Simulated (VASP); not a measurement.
Band structure of GaSb (zinc blende). Level of theory: optB88-vdW, VASP's PBE PAW potentials (set 64) (plane waves; VASP 6.6.1).

Unless said otherwise, spin-orbit coupling is left out, though it shifts the bands of the heavy elements here.

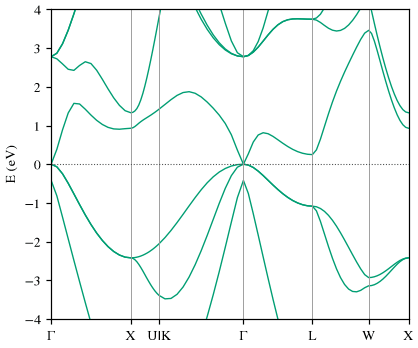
Figure: Bands along high-symmetry lines, zero at the valence-band maximum or, without a gap, the Fermi level

### Question
Read the plot: is there a gap, and where are the band edges?

### Answer
It has no gap at this level: it comes out as a metal or semimetal. (Edges off the drawn lines would not show.)

The compound is GaSb in the zinc blende structure. It was relaxed first, which changed the volume by +5 %.
